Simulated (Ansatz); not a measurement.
System: B$_{2}$F$_{2}$H$_{2}$.

```xyz
6

F    -1.2984    1.3822   -0.1102
B    -0.1767    0.7313   -0.4001
B     0.1981   -0.7660    0.3546
F     0.9842   -0.8152    1.4248
H     0.5254    1.2421   -1.2504
H    -0.1906   -1.8384   -0.0648
```

Computed with Ansatz 0.2.0, RKS B3LYP/def2-SVP.

What will maps of the electron density and electron localisation function show?

B–F (1.33 Å): the density is about 2.1 e/Å³ at the midpoint; the ELF peaks at about 0.85 between the atoms (a shared but strongly polarised pair).
B–B (1.72 Å): the density is about 1.1 e/Å³ at the midpoint; the ELF peaks at about 1 between the atoms: a covalent bond.
B–H (1.22 Å): ρ is about 1.2 e/Å³ halfway; the ELF climbs to about 1 towards the hydrogen, as it does in any bond to H; an ordinary covalent bond to hydrogen.

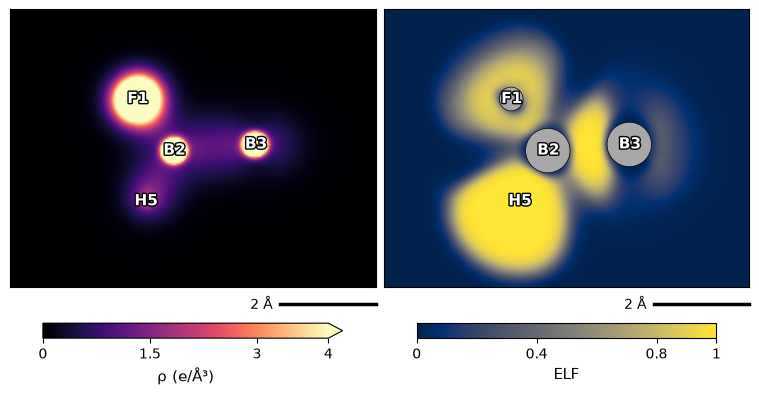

Computed electron density and electron localisation function on the plane of atoms F1, B2 and H5, in this order. Grey discs cover the atomic cores in the ELF map. 
